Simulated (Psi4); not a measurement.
# U-wB97X/def2-TZVPPD run of N2H (dinitrogen monohydride)

Aim: the vertical doublet–quartet gap of N2H (dinitrogen monohydride) at U-wB97X/def2-TZVPPD, from 2 runs. 

The calculation is run with Psi4 1.11.

1 further run of the same task is left out (it didn't finish).

### 1 The molecule

N2H has 3 atoms, charge 0, and is taken as a doublet. SMILES: `[N]=N`. The shape is that of a PBE0-D4/def2-TZVP optimisation.

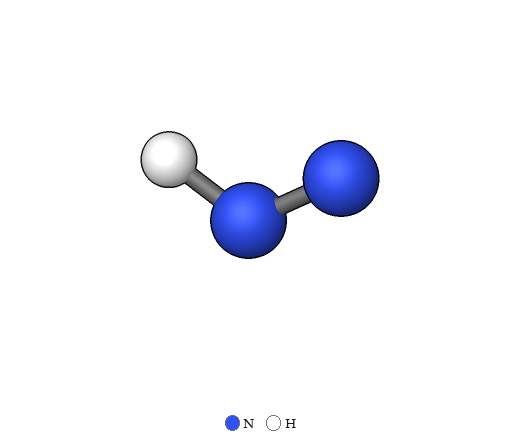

The structure, seen from a chosen angle (nitrogen blue, hydrogen white).

### 2 The energy at U-wB97X/def2-TZVPPD

Contents of hn2.in:

```
memory 2.2 GB

molecule system {
  0 2
  N      1.34270710    -1.14653463     0.61639087
  N     -0.50769382    -0.41141227    -0.32144241
  H     -0.83501328     1.55794691    -0.29494845
  units bohr
  symmetry c1
  no_reorient
  no_com
}

set {
  reference            uks
  puream               true
  e_convergence        1e-09
  d_convergence        1e-08
  scf_type             pk
  dft_radial_points    99
  dft_spherical_points 590
  maxiter              100
}

e_tot, wfn = energy('wb97x/def2-TZVPPD', return_wfn=True)
oeprop(wfn, 'QUADRUPOLE', 'DIPOLE', 'LOWDIN_CHARGES')
print_variables()
```

Run with:

```sh
psi4 -n 1 hn2.in hn2.out
```

hn2.out, cut to the lines that bear on the results:

```text
[...]
  Running in c1 symmetry.
[...]
  Nuclear repulsion =   27.719687070139450
[...]
  Multiplicity = 2
[...]
  Nalpha       = 8
  Nbeta        = 7
[...]
    Number of basis functions: 91
[...]
   @UKS iter   1:  -109.99714225704142   -5.84790e-01   3.52323e-03 ADIIS/DIIS
[...]
   @UKS iter  14:  -110.04670882070386   -8.86757e-12   6.34791e-09 DIIS
[...]
   @S^2 Observed:                7.560393519E-01
[...]
    Orbital Energies [Eh]
    ---------------------
    Alpha Occupied:
       1A    -14.479776     2A    -14.468871     3A     -1.212895
       4A     -0.799806     5A     -0.610810     6A     -0.547148
       7A     -0.543270     8A     -0.319344
    Alpha Virtual:
       9A      0.045207    10A      0.092572    11A      0.157032
      12A      0.178376    13A      0.203684    14A      0.233543
      15A      0.287524    16A      0.337335    17A      0.351007
      18A      0.353122    19A      0.387343    20A      0.406990
      21A      0.424835    22A      0.484128    23A      0.489873
      24A      0.514102    25A      0.515833    26A      0.547810
[...]
  @UKS Final Energy:  -110.04670882070386
   => Energetics <=
    Nuclear Repulsion Energy =             27.7196870701394502
    One-Electron Energy =                -203.4106285578632196
    Two-Electron Energy =                  75.5861162289236006
    DFT Exchange-Correlation Energy =      -9.9418835619036923
    Empirical Dispersion Energy =           0.0000000000000000
    VV10 Nonlocal Energy =                  0.0000000000000000
    Total Energy =                       -110.0467088207038557
[...]
 Multipole Moments:
 ------------------------------------------------------------------------------------
     Multipole            Electronic (a.u.)      Nuclear  (a.u.)        Total (a.u.)
 ------------------------------------------------------------------------------------
 L = 1.  Multiply by 2.5417464519 to convert [e a0] to [Debye]
 Dipole X            :         -5.3213277            5.0100797           -0.3112480
 Dipole Y            :         10.0475424           -9.3476814            0.6998611
 Dipole Z            :         -1.8671697            1.7696908           -0.0974789
 Magnitude           :                                                    0.7721288
 L = 2.  Multiply by 1.3450342976 to convert [e a0^2] to [Debye ang]
 Quadrupole XX       :        -24.5884689           15.1215548           -9.4669142
 Quadrupole XY       :         10.4753555          -10.6150274           -0.1396719
[...]
```

Run time: 10 s. Hardware: 1 thread of AMD EPYC 9R45 (Zen 5), shared host; peak memory 0.83 GiB.

### 3 The quartet: energy and forces at U-wB97X/def2-TZVPPD

Contents of calc.inp:

```
memory 2200 mb

molecule {
  0 4
  N
  N 1 R2
  H 2 R3 1 A3

  R2 = 1.164661
  R3 = 1.056529
  A3 = 117.49315
  units angstrom
  symmetry c1
  no_reorient
  no_com
}

set basis def2-TZVPPD
set reference uks
set puream true
set e_convergence 1e-09
set d_convergence 1e-08
set scf_type pk
set dft_radial_points 99
set dft_spherical_points 590
set maxiter 100

energy_value, wavefunction = gradient('wb97x', return_wfn=True)
```

Run with:

```sh
psi4 -i calc.inp -o calc.out -n 1
```

calc.out, cut to the lines that bear on the results:

```text
[...]
  Running in c1 symmetry.
[...]
  Nuclear repulsion =   27.719691726155197
[...]
  Multiplicity = 4
[...]
  Nalpha       = 9
  Nbeta        = 6
[...]
    Number of basis functions: 91
[...]
   @UKS iter   1:  -109.75781442204584   -3.45461e-01   3.89980e-03 ADIIS/DIIS
[...]
   @UKS iter  16:  -109.82033807502663   -2.37321e-12   5.18478e-09 DIIS
[...]
   @S^2 Observed:                3.760264173E+00
[...]
  @UKS Final Energy:  -109.82033807502663
   => Energetics <=
    Nuclear Repulsion Energy =             27.7196917261551974
    One-Electron Energy =                -203.1853467646709532
    Two-Electron Energy =                  75.6404736685021390
    DFT Exchange-Correlation Energy =      -9.9951567050130095
    Empirical Dispersion Energy =           0.0000000000000000
    VV10 Nonlocal Energy =                  0.0000000000000000
    Total Energy =                       -109.8203380750266263
[...]
 Multipole Moments:
 ------------------------------------------------------------------------------------
     Multipole            Electronic (a.u.)      Nuclear  (a.u.)        Total (a.u.)
 ------------------------------------------------------------------------------------
 L = 1.  Multiply by 2.5417464519 to convert [e a0] to [Debye]
 Dipole X            :         -0.6151593            0.8482767            0.2331174
 Dipole Y            :          0.5058531           -0.9685277           -0.4626745
 Dipole Z            :          0.0000001            0.0000000            0.0000001
 Magnitude           :                                                    0.5180844
[...]
  -Total Gradient:
     Atom            X                  Y                   Z
    ------   -----------------  -----------------  -----------------
       1        0.002092953476    -0.269922622272     0.000000000216
       2       -0.019089362047     0.276170199203    -0.000000000673
       3        0.017001140697    -0.006245871765     0.000000000458
[...]
```

Wall time 15 s (1 thread of AMD EPYC 9R45 (Zen 5), shared host); peak memory 0.84 GiB.

### 4 Results

At U-wB97X/def2-TZVPPD:

| quantity | value |
| --- | --- |
| doublet: total energy | -110.04671 Eh |
| doublet: dipole moment | 1.96 D |
| doublet: HOMO energy (highest over α and β) | -8.69 eV |
| doublet: LUMO energy (lowest over α and β) | 0.66 eV |
| doublet: ⟨S²⟩ | 0.756 |
| quartet: total energy | -109.82034 Eh |
| quartet: dipole moment | 1.32 D |
| quartet: HOMO energy (highest over α and β) | -7.35 eV |
| quartet: LUMO energy (lowest over α and β) | -4.69 eV |
| quartet: ⟨S²⟩ | 3.760 |
| quartet: largest force on an atom | 14.235 eV/Å |
| vertical energy of the quartet above the doublet | 6.160 eV |

At this shape the quartet lies 6.16 eV (142 kcal/mol) above the doublet.
